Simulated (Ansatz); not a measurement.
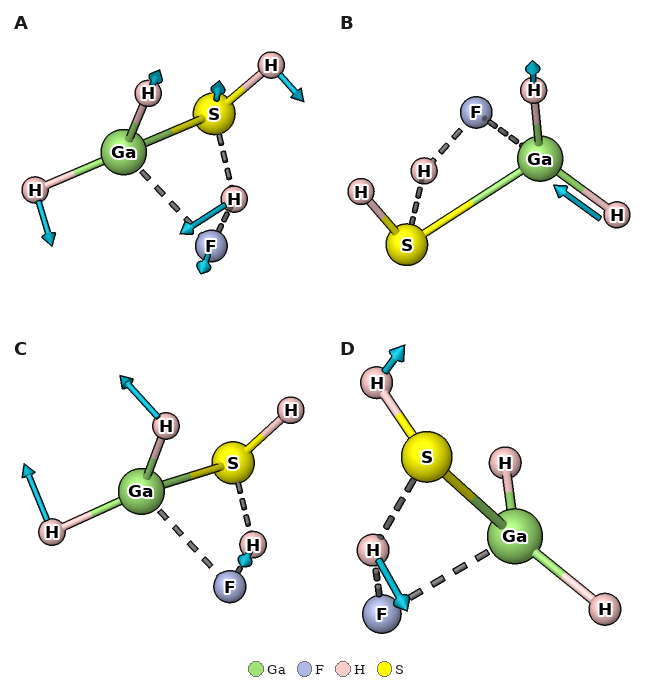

4 normal modes of one molecule or complex, as arrows. Broken sticks mark bonds that form or break. Harmonic vibrations computed with RKS PBE0-D4/def2-TZVP (Ansatz 0.2.0) at a stationary point of the same level. It is a saddle point of order 1.

Match the panels to the wavenumbers 454 cm⁻¹, 724 cm⁻¹, 1163 cm⁻¹, 2038 cm⁻¹.

A: 454 cm⁻¹
B: 2038 cm⁻¹
C: 724 cm⁻¹
D: 1163 cm⁻¹
